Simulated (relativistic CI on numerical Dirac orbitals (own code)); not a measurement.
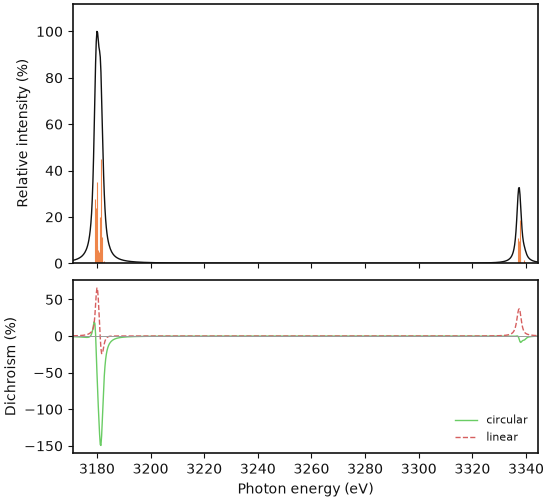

L₂,₃ X-ray absorption of Pd⁴⁺ (palladium, Z = 46), [Kr] 4d⁶, in no crystal field (free ion). Sticks are the strongest transitions, on a scale of their own. Multiplet model: relativistic Dirac–Coulomb–Breit theory, one configuration a step, Slater integrals scaled by 0.9, 10 K, Voigt broadening (Lorentzian 1.6 eV, Gaussian 0.5 eV full widths), computed with a radial Dirac CI code. Dichroism is for the ground state at zero temperature, magnetised by an exchange field of 10 meV on Sz (linear: z less the mean of x and y).

What does the spectrum show?

The main maxima lie at 3180.1 eV (100) and 3337.4 eV (33), heights in % of the largest; the centroid is at 3209.8 eV. The lower edge holds 0.81 of the intensity (branching ratio, edges parted at 3261 eV), and the core spin-orbit splitting of the orbitals is 162 eV. The ground state has S = 1.98. The circular dichroism (Δm = −1 less Δm = +1) is largest at 3181.5 eV, −149 % of the isotropic maximum; its integrals over the lower and upper edge are −0.242 and −0.015 of the sum over the three polarisations. The magnetised ground state has ⟨Lz⟩ = −2.02 and ⟨Sz⟩ = −1.98.

Limits of the model: free-ion energies, so absolute edge positions are off by a few eV from solids.
